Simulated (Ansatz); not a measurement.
# CsSbSe3 (model cell, started as cubic perovskite with Sb in the octahedra): following an unstable mode, part 2 of 3

Which phase does CsSbSe3 (model cell, started as cubic perovskite with Sb in the octahedra) fall into along its unstable mode, and how much energy does it gain?

Ansatz 0.2.0; DFT PBEsol, scalar-relativistic, plane waves, PAW; PAW set soft_1.

So far, highest frequency on the path or at a solved wavevector (cm⁻¹): step 2 (the dispersion) 166. Also lowest frequency on the path (cm⁻¹): step 2 -67.9.

The structure was built from a prototype and need not be the compound's stable phase.

**6. Relaxing from the distorted cell**

Starting from the lowest point found, all atoms and the cell are let go, so that strain and other modes of the same symmetry can join in.

File input.yaml:

```yaml
crystal:
  lattice:
    - [5.3818518704, 0.0, 0.0]
    - [0.0, 5.3818518704, 0.0]
    - [0.0, 0.0, 5.3818518704]
  atoms:
    - { symbol: Cs, position: [0.0, 0.0149221336, 0.0149221336] }
    - { symbol: Sb, position: [0.5, 0.4408757321, 0.4408757321] }
    - { symbol: Se, position: [0.5, 0.546220466, -0.0263946879] }
    - { symbol: Se, position: [0.5, -0.0263946879, 0.546220466] }
    - { symbol: Se, position: [0.0, 0.546220466, 0.546220466] }
kpoints:
  mp_grid: { grid: [8, 8, 8] }
hamiltonian:
  xc: pbesol
  pseudopotentials: { kind: paw, azcp: { folder: soft_1 }, xc_functional: pbe }
scf:
  occupations: { method: methfessel_paxton, width: 0.2 }
output:
  forces: true
  stress: true
  eigenvalues: true
relax:
  adjacent_minimum: "off"
  f_tol: 0.002
  max_steps: 120
  cell: { stress_tol: 0.03 }
```

Command:

```bash
$ ansatz run input.yaml --threads 8 --pin off --max-ram 16384MiB --backend cpu --events-out ev --progress --plain --runs-dir out
```

Numbers of over 12 decimals in the logs are rounded to 6 here.

The program printed:

```text
[...]
Crystal: 5 atoms, lattice volume = 155.882 Å³
Basis set: ecut = 420 eV, 2969 PW (Γ), exchange–correlation on 72×72×72 points (8 copies of the dense FFT grid, shifted against one another)
Bands: 44, of which v1, the nominal top of the filled ones, is band 36 counted from 1 (35 counted from 0)
Symmetry: 4 space group operations
[...]
k-points: 105 of 512 (time reversal used)
[...]
SCF iter   1: F=—  HF=-28270.093629 eV  |F-HF|=—  |Δ(HF+E_count)|=         —  Δρ=3.16e-2  dr2=3.79e0  ethr=3.10e-3  ⟨swp⟩=7.7  Hψ=19338  notcnv=0
[...]
SCF iter   9: F=-28268.455502 eV  HF=-28268.455502 eV  |F-HF|=3.14e-8  |Δ(HF+E_count)|=   3.20e-8  S|Δr|=    0.00e0  Δρ=3.99e-6  dr2=5.16e-8  ethr=1.39e-10  ⟨swp⟩=13.8  Hψ=24305  notcnv=0
SCF 1 converged in 9 iterations: F = -28268.455502 eV  dr2 = 5.16e-8
[...]
relax step   1: F+E_penalty+E_count = -28268.45550196 eV  Δ(F+E_penalty+E_count) = +0.000e0 eV  max|allowed force component| = 1.305e-1 eV/Å  Δτ_max = 0.0000 Å  P = -0.808 GPa  Ω = 155.882 Å³  (9 SCF iters, dr2 threshold 1.00e-7 eV, accepted)
Crystal: 5 atoms, lattice volume = 152.408 Å³
Basis set: ecut = 420 eV, 2977 PW (Γ), exchange–correlation on 72×72×72 points (8 copies of the dense FFT grid, shifted against one another)
[...]
SCF iter   7: F=-28268.540180 eV  HF=-28268.540180 eV  |F-HF|=1.02e-8  |Δ(HF+E_count)|=   6.34e-8  S|Δr|=    0.00e0  Δρ=6.41e-6  dr2=6.08e-8  ethr=6.94e-10  ⟨swp⟩=6.1  Hψ=22490  notcnv=0
SCF 2 converged in 7 iterations: F = -28268.540180 eV  dr2 = 6.08e-8
[...]
relax step   2: F+E_penalty+E_count = -28268.54017993 eV  Δ(F+E_penalty+E_count) = -8.468e-2 eV  max|allowed force component| = 1.346e-1 eV/Å  Δτ_max = 0.0527 Å  P = -0.156 GPa  Ω = 152.408 Å³  energy of the carried Pulay correction = +2.072e-4 eV  (7 SCF iters, dr2 threshold 5.00e-7 eV, accepted)
Crystal: 5 atoms, lattice volume = 148.950 Å³
Basis set: ecut = 420 eV, 2909 PW (Γ), exchange–correlation on 72×72×72 points (8 copies of the dense FFT grid, shifted against one another)
[...]
SCF iter   8: F=-28268.606758 eV  HF=-28268.606758 eV  |F-HF|=2.37e-8  |Δ(HF+E_count)|=   4.82e-9  S|Δr|=    0.00e0  Δρ=6.29e-6  dr2=5.42e-8  ethr=6.94e-10  ⟨swp⟩=9.7  Hψ=26277  notcnv=0
SCF 3 converged in 8 iterations: F = -28268.606758 eV  dr2 = 5.42e-8
relax step   3: F+E_penalty+E_count = -28268.60675835 eV  Δ(F+E_penalty+E_count) = -6.658e-2 eV  max|allowed force component| = 3.401e-1 eV/Å  Δτ_max = 0.1294 Å  P = +0.647 GPa  Ω = 148.950 Å³  energy of the carried Pulay correction = +4.182e-4 eV  (8 SCF iters, dr2 threshold 5.00e-7 eV, accepted)
[... from here on, the SCF cycles and remarks between the steps are left out ...]
relax step   4: F+E_penalty+E_count = -28268.69817946 eV  Δ(F+E_penalty+E_count) = -9.142e-2 eV  max|allowed force component| = 1.951e-1 eV/Å  Δτ_max = 0.0995 Å  P = +0.688 GPa  Ω = 150.160 Å³  energy of the carried Pulay correction = +3.438e-4 eV  (7 SCF iters, dr2 threshold 5.00e-7 eV, accepted)
relax step   5: F+E_penalty+E_count = -28268.78674528 eV  Δ(F+E_penalty+E_count) = -8.857e-2 eV  max|allowed force component| = 1.138e-1 eV/Å  Δτ_max = 0.1118 Å  P = +0.691 GPa  Ω = 153.393 Å³  energy of the carried Pulay correction = +1.480e-4 eV  (7 SCF iters, dr2 threshold 5.00e-7 eV, accepted)
relax step   6: F+E_penalty+E_count = -28268.81500710 eV  Δ(F+E_penalty+E_count) = -2.826e-2 eV  max|allowed force component| = 2.947e-1 eV/Å  Δτ_max = 0.0932 Å  P = -0.449 GPa  Ω = 156.871 Å³  energy of the carried Pulay correction = -5.817e-5 eV  (7 SCF iters, dr2 threshold 5.00e-7 eV, accepted)
relax step   7: F+E_penalty+E_count = -28268.85270495 eV  Δ(F+E_penalty+E_count) = -3.770e-2 eV  max|allowed force component| = 1.575e-1 eV/Å  Δτ_max = 0.0979 Å  P = -0.243 GPa  Ω = 156.825 Å³  energy of the carried Pulay correction = -5.547e-5 eV  (7 SCF iters, dr2 threshold 5.00e-7 eV, accepted)
relax step   8: F+E_penalty+E_count = -28268.75846868 eV  Δ(F+E_penalty+E_count) = +9.424e-2 eV  max|allowed force component| = 8.348e-1 eV/Å  Δτ_max = 0.1537 Å  P = +0.571 GPa  Ω = 158.335 Å³  energy of the carried Pulay correction = -1.436e-4 eV  (7 SCF iters, dr2 threshold 5.00e-7 eV, rejected (line search))
relax step   9: F+E_penalty+E_count = -28268.86829027 eV  Δ(F+E_penalty+E_count) = -1.559e-2 eV  max|allowed force component| = 1.651e-1 eV/Å  Δτ_max = 0.0451 Å  P = +0.228 GPa  Ω = 155.679 Å³  energy of the carried Pulay correction = +1.197e-5 eV  (10 SCF iters, accepted)
relax step  10: F+E_penalty+E_count = -28268.86801937 eV  Δ(F+E_penalty+E_count) = +2.709e-4 eV  max|allowed force component| = 8.924e-2 eV/Å  Δτ_max = 0.0272 Å  P = -0.103 GPa  Ω = 156.542 Å³  energy of the carried Pulay correction = -3.888e-5 eV  (6 SCF iters, dr2 threshold 5.00e-7 eV, rejected (line search))
relax step  11: F+E_penalty+E_count = -28268.87103388 eV  Δ(F+E_penalty+E_count) = -2.744e-3 eV  max|allowed force component| = 1.587e-2 eV/Å  Δτ_max = 0.0102 Å  P = -0.045 GPa  Ω = 156.295 Å³  energy of the carried Pulay correction = -2.437e-5 eV  (10 SCF iters, accepted)
relax step  12: F+E_penalty+E_count = -28268.87110106 eV  Δ(F+E_penalty+E_count) = -6.718e-5 eV  max|allowed force component| = 2.300e-3 eV/Å  Δτ_max = 0.0009 Å  P = -0.004 GPa  Ω = 156.257 Å³  energy of the carried Pulay correction = -2.211e-5 eV  (5 SCF iters, dr2 threshold 1.81e-8 eV, accepted)
relax step  13: F+E_penalty+E_count = -28268.87111487 eV  Δ(F+E_penalty+E_count) = -1.381e-5 eV  max|allowed force component| = 1.695e-3 eV/Å  Δτ_max = 0.0013 Å  P = +0.005 GPa  Ω = 156.254 Å³  energy of the carried Pulay correction = -2.194e-5 eV  (6 SCF iters, dr2 threshold 3.31e-10 eV, accepted)
relax step  14: F+E_penalty+E_count = -28268.87112261 eV  Δ(F+E_penalty+E_count) = -7.748e-6 eV  max|allowed force component| = 7.529e-4 eV/Å  Δτ_max = 0.0021 Å  P = +0.004 GPa  Ω = 156.290 Å³  energy of the carried Pulay correction = -2.403e-5 eV  (7 SCF iters, accepted)
relax step  15: F+E_penalty+E_count = -28268.90377411 eV  Δ(F+E_penalty+E_count) = -3.265e-2 eV  max|allowed force component| = 9.690e-4 eV/Å  Δτ_max = 0.0000 Å  P = +0.330 GPa  Ω = 156.290 Å³  stress off target by 8.60e-1 GPa  SCF on the basis re-selected at this cell (its energy is not comparable with the rows above)  (10 SCF iters)
relax step  16: F+E_penalty+E_count = -28268.91600519 eV  Δ(F+E_penalty+E_count) = -1.223e-2 eV  max|allowed force component| = 2.168e-2 eV/Å  Δτ_max = 0.0246 Å  P = +0.177 GPa  Ω = 157.236 Å³  energy of the carried Pulay correction = -6.504e-5 eV  (6 SCF iters, dr2 threshold 5.00e-7 eV, accepted)
relax step  17: F+E_penalty+E_count = -28268.92496071 eV  Δ(F+E_penalty+E_count) = -8.956e-3 eV  max|allowed force component| = 3.850e-2 eV/Å  Δτ_max = 0.0488 Å  P = +0.019 GPa  Ω = 158.311 Å³  energy of the carried Pulay correction = -1.443e-4 eV  (7 SCF iters, dr2 threshold 5.00e-7 eV, accepted)
relax step  18: F+E_penalty+E_count = -28268.92310915 eV  Δ(F+E_penalty+E_count) = +1.852e-3 eV  max|allowed force component| = 5.976e-2 eV/Å  Δτ_max = 0.0638 Å  P = -0.057 GPa  Ω = 159.297 Å³  energy of the carried Pulay correction = -2.125e-4 eV  (7 SCF iters, dr2 threshold 9.26e-8 eV, rejected (line search))
relax step  19: F+E_penalty+E_count = -28268.92108940 eV  Δ(F+E_penalty+E_count) = +3.871e-3 eV  max|allowed force component| = 1.931e-1 eV/Å  Δτ_max = 0.0284 Å  P = +0.359 GPa  Ω = 158.718 Å³  energy of the carried Pulay correction = -1.715e-4 eV  (10 SCF iters, rejected (line search))
relax step  20: F+E_penalty+E_count = -28268.92602111 eV  Δ(F+E_penalty+E_count) = -1.060e-3 eV  max|allowed force component| = 1.252e-2 eV/Å  Δτ_max = 0.0142 Å  P = +0.016 GPa  Ω = 158.562 Å³  energy of the carried Pulay correction = -1.611e-4 eV  (10 SCF iters, accepted)
relax step  21: F+E_penalty+E_count = -28268.92617319 eV  Δ(F+E_penalty+E_count) = -1.521e-4 eV  max|allowed force component| = 2.772e-3 eV/Å  Δτ_max = 0.0080 Å  P = -0.008 GPa  Ω = 158.669 Å³  energy of the carried Pulay correction = -1.681e-4 eV  (6 SCF iters, dr2 threshold 9.80e-9 eV, accepted)
relax step  22: F+E_penalty+E_count = -28268.92618100 eV  Δ(F+E_penalty+E_count) = -7.801e-6 eV  max|allowed force component| = 9.171e-4 eV/Å  Δτ_max = 0.0004 Å  P = -0.000 GPa  Ω = 158.645 Å³  energy of the carried Pulay correction = -1.666e-4 eV  (5 SCF iters, dr2 threshold 4.80e-10 eV, accepted)
[...]
SCF iter   8: F=-28268.926348 eV  HF=-28268.926348 eV  |F-HF|=0.00e0  |Δ(HF+E_count)|=  5.09e-11  S|Δr|=    0.00e0  Δρ=5.09e-8  dr2=4.36e-12  ethr=1.00e-12  ⟨swp⟩=6.4  Hψ=21575  notcnv=0
SCF 23 converged in 8 iterations: F = -28268.926348 eV  dr2 = 4.36e-12
relax step  23: F+E_penalty+E_count = -28268.92634778 eV  Δ(F+E_penalty+E_count) = -1.668e-4 eV  max|allowed force component| = 8.684e-4 eV/Å  Δτ_max = 0.0000 Å  P = -0.001 GPa  Ω = 158.645 Å³  stress off target by 4.59e-3 GPa  SCF on the basis re-selected at this cell (its energy is not comparable with the rows above)  (8 SCF iters)
[...]
SCF converged after 8 iterations
[...]
Free energy (F): -28268.926348 eV
[...]
Internal energy: -28268.931273 eV  (E = F + TS)
E sigma→0 (E₀):  -28268.927579 eV
Entropy (-TS):   0.004925 eV (0.985 meV/atom)
Fermi energy:    6.404840 eV
[...]
--- Forces (eV/Å), atoms counted from 1 ---
  atom   1  Cs    -0.00000000    -0.00021695    -0.00021695
  atom   2  Sb     0.00000000    -0.00080218    -0.00080218
  atom   3  Se    -0.00000000     0.00061000    -0.00045839
  atom   4  Se     0.00000000    -0.00045839     0.00061000
  atom   5  Se     0.00000000     0.00086864     0.00086864
  max |Σ_I F_I| component: 1.12e-6 eV/Å
--- Stress (GPa, compression-positive) ---
        0.001107       0.000000       0.000000
        0.000000      -0.001789       0.002799
        0.000000       0.002799      -0.001789
  P = ⅓ Tr σ = -0.0008 GPa (-0.008 kbar)
--- Band table (eV; the first three rows and the last of 105) ---
  k-point 0: bands = [... 32 lower, 5.7044, 5.7469, 6.2572, 6.3245, 6.4479, 8.6511, 8.7655, 9.7054, ... 4 higher]
  k-point 1: bands = [... 32 lower, 5.5670, 5.9602, 6.2355, 6.3107, 6.4302, 8.7661, 8.8889, 9.8541, ... 4 higher]
  k-point 2: bands = [... 32 lower, 5.4333, 5.9923, 6.0352, 6.3977, 6.5171, 9.0504, 9.1640, 10.1773, ... 4 higher]
  k-point 104: bands = [... 32 lower, 5.4559, 5.9537, 5.9658, 6.0104, 6.2399, 7.9274, 8.5917, 10.4055, ... 4 higher]
--- Relaxed structure (21 steps of the walk, 17 accepted, 2 SCFs on fresh bases) ---
  F+E_penalty+E_count = -28268.92634778 eV   max|allowed force component| = 8.684e-4 eV/Å   (the final SCF, on the basis selected at the relaxed cell)
  cell:  # Å, volume = 158.6454 Å³
    - [4.065225, 0, 0]
    - [0, 6.291024, 0.742959]
    - [0, 0.742959, 6.291024]
  atoms:
    - { symbol: Cs, position: [0, 0.016077, 0.016077] }
    - { symbol: Sb, position: [0.500000, 0.400758, 0.400758] }
    - { symbol: Se, position: [0.500000, 0.526572, 0.00402559] }
    - { symbol: Se, position: [0.500000, 0.00402559, 0.526572] }
    - { symbol: Se, position: [0, 0.574411, 0.574411] }
```

It took 4.6 min on 8 threads of Arm Neoverse V2, shared host; peak memory 1 GiB; 36 min of CPU time.

The steps of the relaxation (22 of 23):

| step | energy less that of the first step (eV) | largest force component (eV/Å) | pressure (GPa) | volume (Å³) |
| --- | --- | --- | --- | --- |
| 1 | 0.0000 | 0.1305 | -0.81 | 155.88 |
| 2 | -0.0847 | 0.1346 | -0.16 | 152.41 |
| 3 | -0.1513 | 0.3401 | 0.65 | 148.95 |
| 4 | -0.2427 | 0.1951 | 0.69 | 150.16 |
| 5 | -0.3312 | 0.1138 | 0.69 | 153.39 |
| 6 | -0.3595 | 0.2947 | -0.45 | 156.87 |
| 7 | -0.3972 | 0.1575 | -0.24 | 156.82 |
| 8 | -0.3030 | 0.8348 | 0.57 | 158.33 |
| 9 | -0.4128 | 0.1651 | 0.23 | 155.68 |
| 10 | -0.4125 | 0.0892 | -0.10 | 156.54 |
| 11 | -0.4155 | 0.0159 | -0.04 | 156.30 |
| 13 | -0.4156 | 0.0017 | 0.00 | 156.25 |
| 14 | -0.4156 | 0.0008 | 0.00 | 156.29 |
| 15* | -0.4483 | 0.0010 | 0.33 | 156.29 |
| 16 | -0.4605 | 0.0217 | 0.18 | 157.24 |
| 17 | -0.4695 | 0.0385 | 0.02 | 158.31 |
| 18 | -0.4676 | 0.0598 | -0.06 | 159.30 |
| 19 | -0.4656 | 0.1931 | 0.36 | 158.72 |
| 20 | -0.4705 | 0.0125 | 0.02 | 158.56 |
| 21 | -0.4707 | 0.0028 | -0.01 | 158.67 |
| 22 | -0.4707 | 0.0009 | 0.00 | 158.65 |
| 23* | -0.4708 | 0.0009 | 0.00 | 158.65 |

Relaxation steps marked * repeat the geometry before them on a plane-wave basis chosen anew for their cell, so energy and pressure can jump there. Other such steps can lie between the rows shown. Relaxation steps 8, 10, 18, 19 were tried and not accepted.

Forces are held to the 4 operations that the run works with; a distortion that breaks them can't arise in this run.

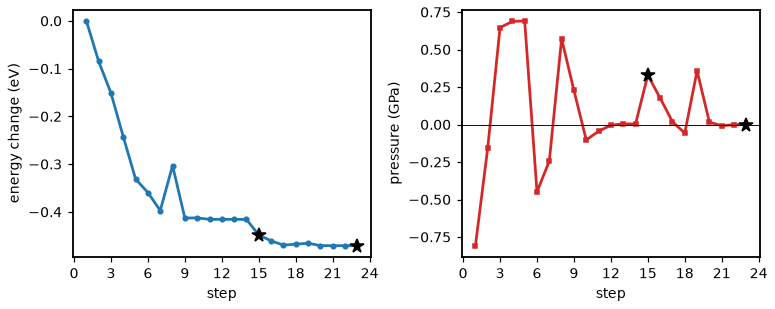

Energy and pressure along the relaxation. Stars mark steps on a basis chosen anew.

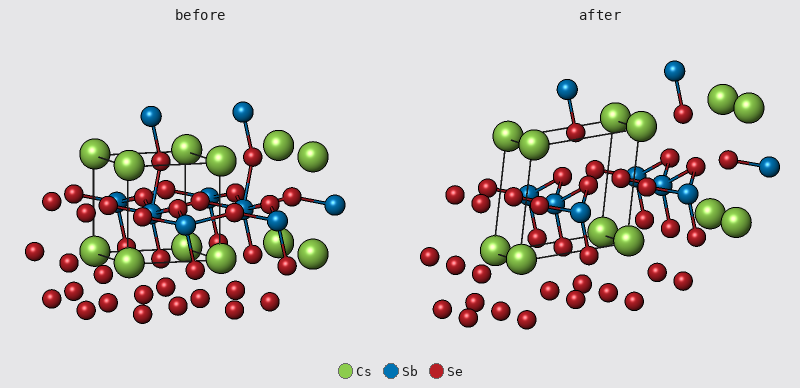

The structure before and after the relaxation, drawn at the same scale.

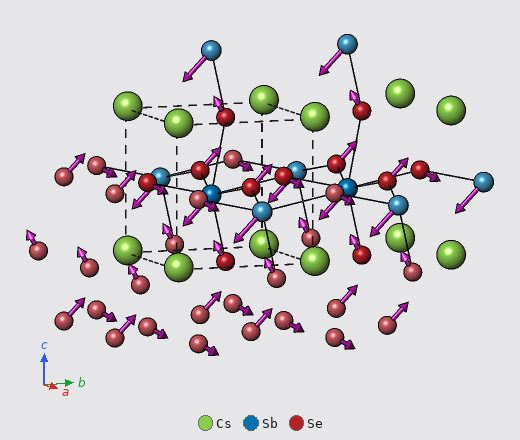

Displacements in the relaxation, exaggerated, measured against the changing cell; the longest in the cell stands for 0.40 Å. 1×2×1 cells are drawn. Some periodic images of atoms are drawn too.

| cell as run | before | after | change |
| --- | --- | --- | --- |
| a (Å) | 5.382 | 4.065 | -24.5 % |
| b (Å) | 5.382 | 6.335 | +17.7 % |
| c (Å) | 5.382 | 6.335 | +17.7 % |
| α (°) | 90.00 | 76.53 | -15.0 % |
| volume (Å³/atom) | 31.18 | 31.73 | +1.8 % |

The atoms that moved most (Å, as changes of fractional coordinates times the final cell):

| atom | dx | dy | dz | length |
| --- | --- | --- | --- | --- |
| Sb2 | 0.000 | -0.282 | -0.282 | 0.399 |
| Se5 | 0.000 | 0.198 | 0.198 | 0.280 |
| Se3 | 0.000 | -0.101 | 0.177 | 0.204 |
| Se4 | 0.000 | 0.177 | -0.101 | 0.204 |
| Cs1 | 0.000 | 0.008 | 0.008 | 0.011 |

This step gave:

```yaml
pressure: -8.24e-4 GPa
volume_per_atom: 31.73 Å³
```

The distorted start has space group Amm2; the relaxation ends in Amm2.

**7. The new phase in its own primitive cell**

The relaxed structure is symmetrised, reduced to its primitive cell and relaxed tightly, as its phonons need.

input.yaml, the sections that differ from step 6:

```yaml
crystal:
  lattice:
    - [4.0652246597, 0.0, 0.0]
    - [0.0, 3.9230739637, 4.9737769806]
    - [0.0, -3.9230739637, 4.9737769806]
  atoms:
    - { symbol: Cs, position: [0.0, 0.0160774445, 0.0160774445] }
    - { symbol: Sb, position: [0.5, 0.4007576538, 0.4007576538] }
    - { symbol: Se, position: [0.5, 0.5265721547, 0.0040255912] }
    - { symbol: Se, position: [0.5, 0.0040255912, 0.5265721547] }
    - { symbol: Se, position: [0.0, 0.5744112656, 0.5744112656] }
kpoints:
  mp_grid: { grid: [10, 6, 6] }
relax:
  adjacent_minimum: "off"
  f_tol: 0.001
  max_steps: 60
  cell: { stress_tol: 0.01 }
# hamiltonian, scf, output: as in step 6
```

The program printed:

```text
[...]
Crystal: 5 atoms, lattice volume = 158.645 Å³
Basis set: ecut = 420 eV, 3113 PW (Γ), exchange–correlation on 60×90×90 points (8 copies of the dense FFT grid, shifted against one another)
Bands: 44, of which v1, the nominal top of the filled ones, is band 36 counted from 1 (35 counted from 0)
Symmetry: 4 space group operations
[...]
k-points: 78 of 360 (time reversal used)
[...]
cell:  # Å, volume = 158.6159 Å³
    - [4.073772, -3.100598480044452e-19, 0]
    - [-2.9921783387606963e-19, 3.920215, 4.966037]
    - [2.992178338760707e-19, -3.920215, 4.966037]
  atoms:
    - { symbol: Cs, position: [0, 0.016036, 0.016036] }
    - { symbol: Sb, position: [0.5, 0.400897, 0.400897] }
    - { symbol: Se, position: [0.5, 0.526654, 0.00380955] }
    - { symbol: Se, position: [0.5, 0.00380955, 0.526654] }
    - { symbol: Se, position: [0, 0.574448, 0.574448] }
[key lines of the parts left out:]
SCF converged after 6 iterations
Free energy (F): -28268.925888 eV
Fermi energy:    6.401181 eV
P = ⅓ Tr σ = 0.0009 GPa (0.009 kbar)
```

It took 44 s on 8 threads; peak memory 0.88 GiB; 5.7 min of CPU time.

Step by step:

| step | energy less that of the first step (eV) | largest force component (eV/Å) | pressure (GPa) | volume (Å³) |
| --- | --- | --- | --- | --- |
| 1 | 0.0000 | 0.0040 | -0.01 | 158.65 |
| 2 | -0.0001 | 0.0040 | 0.00 | 158.67 |
| 3 | -0.0001 | 0.0037 | 0.00 | 158.64 |
| 4 | -0.0001 | 0.0005 | 0.00 | 158.62 |
| 5* | -0.0001 | 0.0006 | 0.00 | 158.62 |

Relaxation steps marked * repeat the geometry before them on a plane-wave basis chosen anew for their cell, so energy and pressure can jump there.

Forces are held to the 4 operations that the run works with; a distortion that breaks them can't arise in this run.

| conventional cell, symmetrised | before | after | change |
| --- | --- | --- | --- |
| a (Å) | 4.065 | 4.074 | +0.2 % |
| b (Å) | 7.846 | 7.840 | -0.1 % |
| c (Å) | 9.948 | 9.932 | -0.2 % |
| volume (Å³/atom) | 31.73 | 31.72 | -0.0 % |

Numbers from this step:

```yaml
pressure: 8.65e-4 GPa
volume_per_atom: 31.72 Å³
```

The largest force component left is 0.55 meV/Å and the pressure is 0.001 GPa, within the tolerances set. The cell now holds 31.72 Å³/atom.

[end of part 2 of 3]

[Logs are printed without paths, hosts, clocks, repeated set-up lines and the standing remarks that a program may print on its own settings, such as how far it seeks lower states.]

[Hosts, paths, dates, database ids (printed as entryN), source tags and the programs' standing remarks are cut or masked in the printed files.]
